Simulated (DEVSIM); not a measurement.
Device: Si n+/n-/n+ resistor, at 350 K.

```tsv
layer (left to right)	material	thickness (μm)	Nd (cm⁻³)	τn (s)	τp (s)
1	Si	0.130	9e17	0.00013	0.00013
2	Si	0.150	3.4e14	0.00013	0.00013
3	Si	0.350	1.3e18	0.00013	0.00013
```

Left contact: ohmic. Right contact: ohmic. Voltage is applied to the left contact. Recombination: SRH at mid-gap, radiative. Mobility is μmin + (μ − μmin)/(1 + (N/Nref)^α).

This is a model device: material constants are rounded textbook-type values typed into the input, and sizes, dopings and lifetimes were drawn at random. Values at 300 K; Nc and Nv go as T^1.5, mobilities as T to minus their exponent, the gap by Varshni's rule with the affinity fixed.

```
parameter               Si
----------------  --------
gap (eV)             1.124
affinity (eV)         4.05
permittivity          11.7
Nc (cm⁻³)          2.86e19
Nv (cm⁻³)           3.1e19
μn (cm²/Vs)           1417
μp (cm²/Vs)            470
μn,min                  52
μp,min                  45
Nref,n              9.7e16
Nref,p              2.2e17
αn                    0.68
αp                    0.72
T exponent of μn       2.3
T exponent of μp       2.2
B (cm³/s)          4.7e-15
Varshni α (eV/K)  0.000473
Varshni β (K)          636
```

Model (solved in DEVSIM): 1D drift-diffusion, Boltzmann statistics, complete ionisation; no tunnelling, impact ionisation, image-force lowering or self-heating.

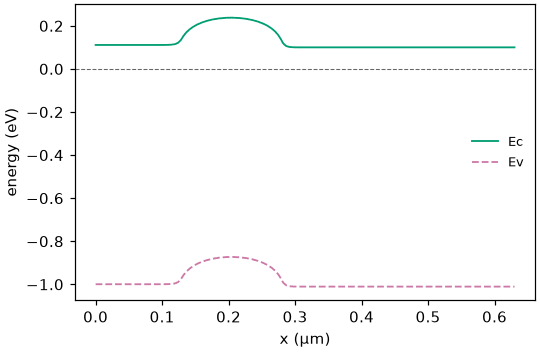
Fig. 1. Band edges at zero bias

Energies count from the Fermi level of the right contact; mesh points crowd at the junctions.

```json
[
 {"x (μm)": "0.000", "Ec (eV)": "0.111", "Ev (eV)": "-0.999", "n (cm⁻³)": "9.0e17", "p (cm⁻³)": "160000", "field (V/cm)": "≈ 0"},
 {"x (μm)": "0.01385", "Ec (eV)": "0.111", "Ev (eV)": "-0.999", "n (cm⁻³)": "9.0e17", "p (cm⁻³)": "160000", "field (V/cm)": "≈ 0"},
 {"x (μm)": "0.03261", "Ec (eV)": "0.111", "Ev (eV)": "-0.999", "n (cm⁻³)": "9.0e17", "p (cm⁻³)": "160000", "field (V/cm)": "≈ 0"},
 {"x (μm)": "0.05803", "Ec (eV)": "0.111", "Ev (eV)": "-0.999", "n (cm⁻³)": "9.0e17", "p (cm⁻³)": "160000", "field (V/cm)": "≈ 0"},
 {"x (μm)": "0.09417", "Ec (eV)": "0.111", "Ev (eV)": "-0.999", "n (cm⁻³)": "9.0e17", "p (cm⁻³)": "160000", "field (V/cm)": "38"},
 {"x (μm)": "0.1138", "Ec (eV)": "0.112", "Ev (eV)": "-0.998", "n (cm⁻³)": "8.7e17", "p (cm⁻³)": "160000", "field (V/cm)": "2500"},
 {"x (μm)": "0.1282", "Ec (eV)": "0.134", "Ev (eV)": "-0.977", "n (cm⁻³)": "4.2e17", "p (cm⁻³)": "340000", "field (V/cm)": "44000"},
 {"x (μm)": "0.1468", "Ec (eV)": "0.196", "Ev (eV)": "-0.915", "n (cm⁻³)": "5.5e16", "p (cm⁻³)": "2600000", "field (V/cm)": "19000"},
 {"x (μm)": "0.1674", "Ec (eV)": "0.223", "Ev (eV)": "-0.887", "n (cm⁻³)": "2.2e16", "p (cm⁻³)": "6500000", "field (V/cm)": "8800"},
 {"x (μm)": "0.1960", "Ec (eV)": "0.237", "Ev (eV)": "-0.873", "n (cm⁻³)": "1.4e16", "p (cm⁻³)": "1.0e7", "field (V/cm)": "1600"},
 {"x (μm)": "0.2268", "Ec (eV)": "0.232", "Ev (eV)": "-0.878", "n (cm⁻³)": "1.6e16", "p (cm⁻³)": "8800000", "field (V/cm)": "-5000"},
 {"x (μm)": "0.2585", "Ec (eV)": "0.200", "Ev (eV)": "-0.910", "n (cm⁻³)": "4.7e16", "p (cm⁻³)": "3000000", "field (V/cm)": "-18000"},
 {"x (μm)": "0.2746", "Ec (eV)": "0.158", "Ev (eV)": "-0.953", "n (cm⁻³)": "1.9e17", "p (cm⁻³)": "740000", "field (V/cm)": "-41000"},
 {"x (μm)": "0.2866", "Ec (eV)": "0.106", "Ev (eV)": "-1.004", "n (cm⁻³)": "1.1e18", "p (cm⁻³)": "130000", "field (V/cm)": "-16000"},
 {"x (μm)": "0.3126", "Ec (eV)": "0.100", "Ev (eV)": "-1.010", "n (cm⁻³)": "1.3e18", "p (cm⁻³)": "110000", "field (V/cm)": "-21"},
 {"x (μm)": "0.3443", "Ec (eV)": "0.100", "Ev (eV)": "-1.010", "n (cm⁻³)": "1.3e18", "p (cm⁻³)": "110000", "field (V/cm)": "≈ 0"},
 {"x (μm)": "0.3927", "Ec (eV)": "0.100", "Ev (eV)": "-1.010", "n (cm⁻³)": "1.3e18", "p (cm⁻³)": "110000", "field (V/cm)": "≈ 0"},
 {"x (μm)": "0.4620", "Ec (eV)": "0.100", "Ev (eV)": "-1.010", "n (cm⁻³)": "1.3e18", "p (cm⁻³)": "110000", "field (V/cm)": "≈ 0"},
 {"x (μm)": "0.5462", "Ec (eV)": "0.100", "Ev (eV)": "-1.010", "n (cm⁻³)": "1.3e18", "p (cm⁻³)": "110000", "field (V/cm)": "≈ 0"},
 {"x (μm)": "0.5846", "Ec (eV)": "0.100", "Ev (eV)": "-1.010", "n (cm⁻³)": "1.3e18", "p (cm⁻³)": "110000", "field (V/cm)": "≈ 0"},
 {"x (μm)": "0.6098", "Ec (eV)": "0.100", "Ev (eV)": "-1.010", "n (cm⁻³)": "1.3e18", "p (cm⁻³)": "110000", "field (V/cm)": "≈ 0"},
 {"x (μm)": "0.6300", "Ec (eV)": "0.100", "Ev (eV)": "-1.010", "n (cm⁻³)": "1.3e18", "p (cm⁻³)": "110000", "field (V/cm)": "≈ 0"}
]
```
